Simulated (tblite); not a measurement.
# Geometry relaxation, with input and output: C3H12N2Si2 (part 2 of 2)

Continued. System: C3H12N2Si2. Method: GFN2-xTB geometry optimisation, gas phase (tblite 0.8.0). 

Geometry of the input (Å):
```
C  -2.9245  1.1011  -0.5125
C  -2.2535  -0.0190  -0.3806
C  -1.3890  -0.3320  0.8182
Si 0.3407  -0.5773  0.2187
N  0.7615  -2.3122  0.4734
N  1.5710  0.3554  1.0472
Si 2.6798  1.0591  -0.1646
H  -2.9317  1.9094  0.2230
H  -3.5191  1.2013  -1.4372
H  -2.3038  -0.7754  -1.1469
H  -1.4959  0.4825  1.5617
H  -1.7678  -1.3048  1.2055
H  0.3686  -0.3249  -1.2082
H  1.6012  -2.4094  1.0680
H  0.9251  -2.7579  -0.4401
H  1.2758  0.9953  1.8022
H  3.3330  -0.0133  -0.9570
H  3.7343  1.8107  0.4868
H  1.9845  1.9208  -1.0968
```

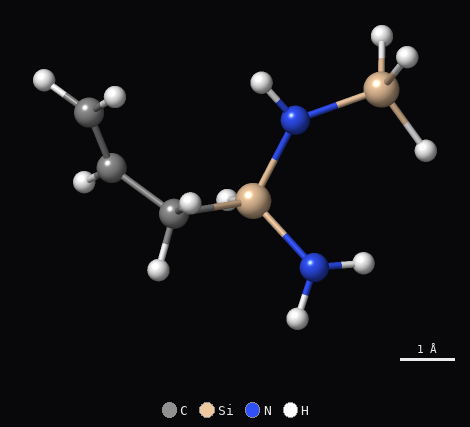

*The geometry at step 185 of the log (ball-and-stick view, seen at a tilt).*

Trajectory as extended XYZ, continued
```
19
Properties=species:S:1:pos:R:3:forces:R:3 step=92 energy=-595.05186
C    -2.9460    1.0975   -0.4666   -0.0040   0.0050   0.0070
C    -2.4212   -0.1021   -0.2911   -0.0040  -0.0090  -0.0010
C    -1.4115   -0.4503    0.7394    0.0060  -0.0020  -0.0070
Si    0.3251   -0.6485   -0.0330    0.0080   0.0020   0.0050
N     0.9343   -2.1673    0.5216    0.0030   0.0050  -0.0030
N     1.3784    0.5828    0.5783   -0.0060   0.0030  -0.0060
Si    2.8516    1.1897   -0.0845   -0.0040  -0.0070   0.0190
H    -2.6826    1.9266    0.1704   -0.0020  -0.0030  -0.0060
H    -3.6595    1.3032   -1.2468    0.0070   0.0010   0.0120
H    -2.7046   -0.9135   -0.9502    0.0070   0.0030  -0.0030
H    -1.3913    0.3199    1.5091    0.0020   0.0040  -0.0020
H    -1.6893   -1.3885    1.2175   -0.0050  -0.0070   0.0060
H     0.2769   -0.4925   -1.4937    0.0000   0.0000  -0.0070
H     1.9174   -2.3531    0.4033   -0.0160   0.0100   0.0010
H     0.4021   -3.0054    0.3516    0.0080  -0.0020   0.0000
H     1.0452    1.0658    1.3954   -0.0040   0.0040  -0.0020
H     3.5791    0.0578   -0.6603    0.0010  -0.0050   0.0060
H     3.5833    1.7968    1.0293    0.0030  -0.0060  -0.0070
H     2.6029    2.1904   -1.1288   -0.0010   0.0040  -0.0100
19
Properties=species:S:1:pos:R:3:forces:R:3 step=115 energy=-595.05588
C    -2.9751    1.0949   -0.4069   -0.0110  -0.0360   0.0030
C    -2.4430   -0.1091   -0.2911    0.0030   0.0120   0.0560
C    -1.4130   -0.4763    0.7117    0.0170  -0.0170   0.0300
Si    0.3178   -0.6269   -0.0786   -0.0190  -0.0050  -0.0290
N     0.9812   -2.1074    0.5090   -0.0150  -0.0450   0.0120
N     1.3254    0.6532    0.5035   -0.0420   0.0290   0.0600
Si    2.8822    1.1430   -0.0529   -0.0080  -0.0110  -0.0320
H    -2.6903    1.8977    0.2539   -0.0140   0.0040   0.0000
H    -3.7163    1.3310   -1.1504    0.0030   0.0020  -0.0390
H    -2.7343   -0.9050   -0.9658   -0.0090   0.0450  -0.0020
H    -1.3935    0.2695    1.5062    0.0020  -0.0150  -0.0140
H    -1.6675   -1.4333    1.1662   -0.0210   0.0120  -0.0150
H     0.2450   -0.5115   -1.5442    0.0050  -0.0080   0.0070
H     1.9689   -2.2680    0.4004    0.0070   0.0190  -0.0120
H     0.4735   -2.9661    0.3695    0.0190   0.0000  -0.0040
H     0.9152    1.2298    1.2204    0.0440  -0.0080  -0.0590
H     3.5704   -0.0628   -0.5166    0.0110   0.0060   0.0120
H     3.5571    1.7571    1.0897    0.0280   0.0160   0.0170
H     2.7865    2.0996   -1.1633   -0.0020   0.0000   0.0100
19
Properties=species:S:1:pos:R:3:forces:R:3 step=139 energy=-595.06593
C    -3.0318    1.1101   -0.3070    0.0010  -0.0170   0.0040
C    -2.4695   -0.0852   -0.2688    0.0180   0.0200  -0.0150
C    -1.4246   -0.5059    0.6967    0.0000  -0.0030  -0.0050
Si    0.2941   -0.6279   -0.1303   -0.0150  -0.0180   0.0090
N     1.0520   -2.0433    0.5016   -0.0020  -0.0210  -0.0110
N     1.2742    0.7049    0.3839   -0.0160   0.0060   0.0080
Si    2.9194    1.0661    0.0035   -0.0140  -0.0100  -0.0050
H    -2.7775    1.8773    0.4067    0.0010  -0.0020  -0.0030
H    -3.7715    1.3720   -1.0442   -0.0030   0.0080   0.0020
H    -2.7472   -0.8323   -1.0024    0.0050   0.0080   0.0060
H    -1.3911    0.1948    1.5305    0.0150  -0.0200  -0.0040
H    -1.6798   -1.4861    1.0986    0.0050   0.0100   0.0010
H     0.1657   -0.6051   -1.6001    0.0090   0.0050   0.0180
H     2.0551   -2.0966    0.4364    0.0060   0.0070   0.0010
H     0.6492   -2.9465    0.3110   -0.0100   0.0120   0.0090
H     0.7671    1.4525    0.8283    0.0220   0.0010  -0.0140
H     3.5751   -0.2108   -0.2845   -0.0040   0.0240   0.0100
H     3.5078    1.7282    1.1704   -0.0160  -0.0130  -0.0030
H     3.0235    1.9430   -1.1696   -0.0010   0.0020  -0.0090
19
Properties=species:S:1:pos:R:3:forces:R:3 step=162 energy=-595.06889
C    -3.0184    1.1356   -0.2437   -0.0140  -0.0060   0.0140
C    -2.4544   -0.0594   -0.2650    0.0060   0.0120   0.0000
C    -1.4123   -0.5325    0.6786    0.0020  -0.0030  -0.0090
Si    0.2955   -0.6641   -0.1664   -0.0060  -0.0080   0.0080
N     1.0776   -2.0421    0.5137    0.0010   0.0080   0.0100
N     1.2347    0.7193    0.2845   -0.0130  -0.0060  -0.0060
Si    2.9036    1.0744    0.0243    0.0170  -0.0140  -0.0030
H    -2.7735    1.8663    0.5105    0.0260  -0.0080   0.0050
H    -3.7574    1.4358   -0.9672    0.0050  -0.0100  -0.0080
H    -2.7296   -0.7681   -1.0364   -0.0020   0.0090  -0.0010
H    -1.3518    0.1388    1.5347   -0.0030  -0.0050  -0.0070
H    -1.6827   -1.5188    1.0545   -0.0190   0.0000  -0.0180
H     0.1624   -0.7089   -1.6353   -0.0110   0.0000   0.0040
H     2.0759   -2.1087    0.4072    0.0080   0.0000   0.0050
H     0.6576   -2.9503    0.4015    0.0050   0.0080   0.0010
H     0.6852    1.5084    0.5830    0.0050   0.0010   0.0100
H     3.5909   -0.2018   -0.1728   -0.0130   0.0040   0.0040
H     3.3928    1.7682    1.2177    0.0050   0.0090  -0.0030
H     3.0940    1.9174   -1.1625    0.0000   0.0100  -0.0080
19
Properties=species:S:1:pos:R:3:forces:R:3 step=185 energy=-595.08486
C    -2.8733    1.2695    0.0076    0.0540   0.0150   0.0160
C    -2.3923    0.0782   -0.3056    0.0240   0.0110   0.0250
C    -1.4485   -0.7032    0.5322   -0.0390  -0.0780   0.0560
Si    0.2971   -0.8166   -0.2308    0.0030   0.0620   0.0040
N     1.1752   -1.9721    0.6980   -0.0060  -0.0260  -0.0230
N     1.1170    0.6956   -0.0467   -0.0760   0.0610   0.0290
Si    2.7886    1.1244    0.0003    0.0010   0.0030  -0.0520
H    -2.6144    1.7611    0.9337   -0.0020  -0.0390  -0.0420
H    -3.5418    1.8088   -0.6423   -0.0030  -0.0120   0.0000
H    -2.6785   -0.3848   -1.2428    0.0360   0.0090   0.0250
H    -1.3964   -0.2729    1.5322    0.0420   0.0220  -0.0240
H    -1.8200   -1.7234    0.6426   -0.0380   0.0220  -0.0380
H     0.1893   -1.1268   -1.6677    0.0060  -0.0370  -0.0580
H     2.1699   -2.0275    0.5495   -0.0490   0.0180   0.0240
H     0.7909   -2.8980    0.7861    0.0160  -0.0370   0.0210
H     0.4896    1.4850   -0.0363    0.0360  -0.0140   0.0000
H     3.5668   -0.1057    0.1322   -0.0120  -0.0180  -0.0170
H     2.9965    1.9978    1.1551    0.0230   0.0490   0.0330
H     3.1743    1.8198   -1.2365   -0.0150  -0.0100   0.0200
19
Properties=species:S:1:pos:R:3:forces:R:3 step=208 energy=-595.11699
C    -2.4926    1.3695    0.2075   -0.0240   0.0030  -0.0050
C    -2.2229    0.2079   -0.3625   -0.0010  -0.0310  -0.0140
C    -1.5352   -0.9156    0.3140   -0.0020   0.0030   0.0160
Si    0.3000   -0.9638   -0.1948    0.0340  -0.0420   0.0120
N     1.1218   -1.9230    0.9769   -0.0280  -0.0100   0.0120
N     0.9327    0.6377   -0.0496    0.0230   0.0200  -0.0220
Si    2.5552    1.2107   -0.1719    0.0230   0.0020  -0.0100
H    -2.2677    1.5499    1.2461    0.0040   0.0290  -0.0040
H    -2.9611    2.1733   -0.3333   -0.0160   0.0490   0.0150
H    -2.4638    0.0538   -1.4067    0.0090  -0.0180  -0.0090
H    -1.6004   -0.7947    1.3939   -0.0120  -0.0210   0.0140
H    -2.0036   -1.8617    0.0494   -0.0170   0.0010  -0.0070
H     0.4248   -1.4351   -1.5894    0.0120   0.0090   0.0110
H     2.1226   -1.8368    1.0311    0.0040  -0.0090  -0.0130
H     0.8465   -2.8816    1.1112    0.0110  -0.0050  -0.0070
H     0.2252    1.3552   -0.0597   -0.0100   0.0120   0.0220
H     3.4249    0.0628    0.0850    0.0120   0.0010   0.0040
H     2.7498    2.2638    0.8276   -0.0190  -0.0040  -0.0030
H     2.8341    1.7369   -1.5142   -0.0020   0.0120  -0.0110
19
Properties=species:S:1:pos:R:3:forces:R:3 step=231 energy=-595.12100
C    -2.4788    1.3794    0.1756   -0.0040   0.0000   0.0000
C    -2.2155    0.2066   -0.3757    0.0010  -0.0140  -0.0020
C    -1.5383   -0.9158    0.3156    0.0030  -0.0040   0.0060
Si    0.3091   -0.9646   -0.1587   -0.0130  -0.0010  -0.0050
N     1.1074   -1.9590    1.0014   -0.0040  -0.0090   0.0010
N     0.9463    0.6333    0.0133   -0.0020  -0.0030  -0.0050
Si    2.5505    1.2302   -0.2035    0.0010   0.0050  -0.0050
H    -2.2501    1.5770    1.2106    0.0000   0.0040   0.0070
H    -2.9422    2.1832   -0.3714   -0.0010  -0.0060  -0.0060
H    -2.4565    0.0337   -1.4169    0.0020   0.0130  -0.0080
H    -1.6311   -0.8037    1.3944    0.0130   0.0040   0.0090
H    -2.0007   -1.8611    0.0358    0.0000   0.0080  -0.0020
H     0.4566   -1.4089   -1.5584    0.0050   0.0050  -0.0070
H     2.1114   -1.9018    1.0441    0.0000   0.0050   0.0020
H     0.8131   -2.9155    1.1112    0.0010  -0.0030   0.0020
H     0.2384    1.3446    0.1071   -0.0070   0.0010   0.0040
H     3.4541    0.0986   -0.0003    0.0090  -0.0110   0.0080
H     2.7663    2.2823    0.7918    0.0030   0.0040  -0.0010
H     2.7501    1.7708   -1.5552   -0.0090   0.0000   0.0020
19
Properties=species:S:1:pos:R:3:forces:R:3 step=255 energy=-595.12169
C    -2.5074    1.3797    0.1499   -0.0010  -0.0020   0.0010
C    -2.2172    0.2028   -0.3785    0.0020   0.0000   0.0000
C    -1.5320   -0.8987    0.3381    0.0010  -0.0010   0.0000
Si    0.3093   -0.9585   -0.1540    0.0010  -0.0010   0.0000
N     1.1081   -1.9806    0.9817    0.0000  -0.0010   0.0000
N     0.9585    0.6315    0.0469   -0.0010   0.0010   0.0000
Si    2.5603    1.2227   -0.2010   -0.0020   0.0020   0.0000
H    -2.2969    1.5995    1.1845   -0.0010   0.0020   0.0000
H    -2.9759    2.1655   -0.4184    0.0000   0.0000   0.0010
H    -2.4408    0.0121   -1.4207    0.0000   0.0000   0.0010
H    -1.6121   -0.7563    1.4147   -0.0020   0.0010  -0.0010
H    -1.9970   -1.8513    0.0894    0.0000   0.0010   0.0000
H     0.4465   -1.3737   -1.5636    0.0000   0.0000  -0.0010
H     2.1108   -1.9118    1.0372   -0.0010   0.0000  -0.0010
H     0.8242   -2.9431    1.0616    0.0000   0.0000   0.0010
H     0.2570    1.3440    0.1722    0.0010   0.0000   0.0000
H     3.4633    0.0862   -0.0174    0.0020   0.0010   0.0010
H     2.7999    2.2714    0.7927    0.0010   0.0000  -0.0010
H     2.7316    1.7678   -1.5546    0.0010  -0.0020   0.0000
```

Summary

```tsv
quantity	value
outcome	converged
total energy	−595.1217 eV
hardware	1 CPU thread, shared host
wall time	1.6 s
peak memory	0.2 GiB
```
